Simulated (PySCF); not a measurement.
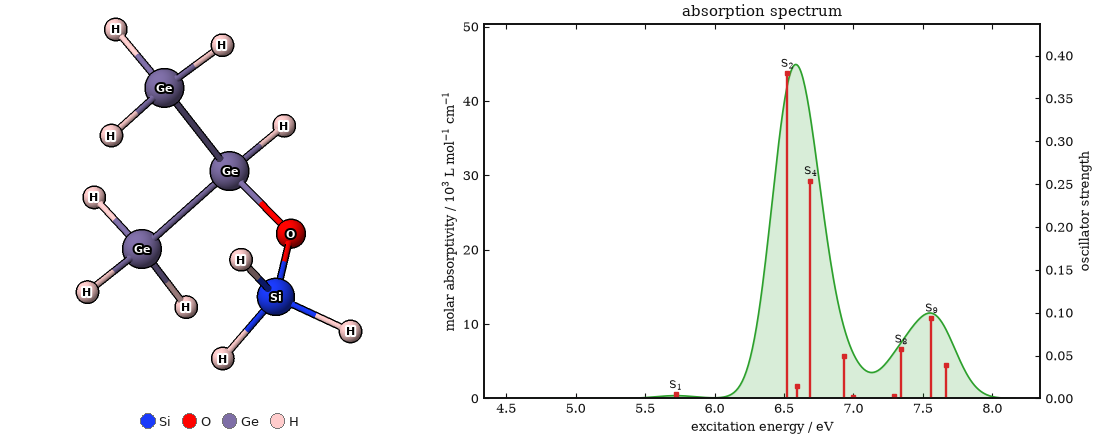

Computed absorption of Ge₃SiH₁₀O, SMILES [SiH3][O][GeH]([GeH3])[GeH3], singlet. Vertical TDDFT excitations, CAM-B3LYP/def2-SVPD in PySCF, at a PBE0-D3(BJ)/def2-SVP geometry (no frequency check), gas phase. The lowest 10 singlet states are shown; each is broadened by a Gaussian of 1/e half-width 0.20 eV. Sticks give oscillator strengths (right axis).

> Where is the lowest singlet, and is it bright?

S1 lies at 5.72 eV (217 nm) with f = 0.005, mainly HOMO → LUMO (87 %); it is dark or nearly so.

> Which of the computed transitions is the brightest, and what character does the calculation give it?

S2 at 6.52 eV (190 nm), f = 0.380, mainly HOMO → LUMO+1 (75 %).

Note: one conformer of a flexible molecule; core orbitals are frozen in the response.
